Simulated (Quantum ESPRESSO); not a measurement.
Band structure of Li2Se (Fm-3m, 3 atoms in the cell).

```xyz
3
Lattice="0.0000 2.9326 2.9326 2.9326 0.0000 2.9326 2.9326 2.9326 0.0000" Properties=species:S:1:pos:R:3 pbc="T T T"
Li     4.3989     4.3989     4.3989
Li     1.4663     1.4663     1.4663
Se     0.0000     0.0000     0.0000
```

Method of the run: PBE, SSSP 1.1.2 efficiency (PBE) pseudopotentials (plane waves; Quantum ESPRESSO).

Settings: ecutwfc = 40 Ry; ecutrho = 320 Ry; occupations = smearing; smearing = fermi-dirac; degauss = 0.0036749 Ry; potentials = {Li: li_pbe_v1.4.uspp.F.UPF, Se: Se_pbe_v1.uspp.F.UPF}; K_POINTS = automatic 10 10 10 0 0 0; nbnd = 18; conv_thr = 1e-08 Ry.

The starting cell comes from a database of computed structures (which also holds hypothetical and non-ambient phases and stackings), without a prior relaxation at this level. Its lattice was rescaled by a random factor within 2.5 % of one.

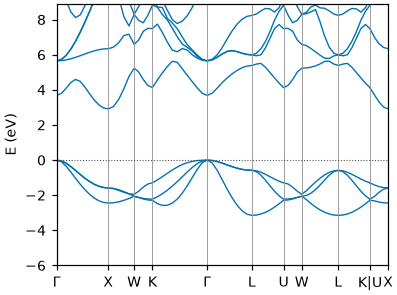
Figure: Bands along the path, energies from the top of the valence band on the SCF mesh.

### Question
Read off roughly the gap and where its edges lie.

### Answer
The gap along the path is about 2.9 eV (computed: 2.91 eV), from Γ to X; the smallest direct gap on it is 3.68 eV.

Levels in eV from the top of the valence band on the SCF mesh, bands 3 to 10:
```tsv
point	3	4	5	6	7	8	9	10
Γ	-11.59	0.00	0.00	0.00	3.68	5.65	5.65	5.65
X	-11.04	-2.45	-1.59	-1.59	2.91	6.35	10.79	10.79
W	-11.03	-2.06	-2.06	-1.95	5.24	6.59	8.30	8.30
K	-11.05	-2.29	-2.23	-1.29	4.13	7.49	8.82	9.22
L	-11.17	-3.15	-0.58	-0.58	5.39	5.99	5.99	8.24
U	-11.05	-2.29	-2.23	-1.29	4.13	7.49	8.82	9.22
```
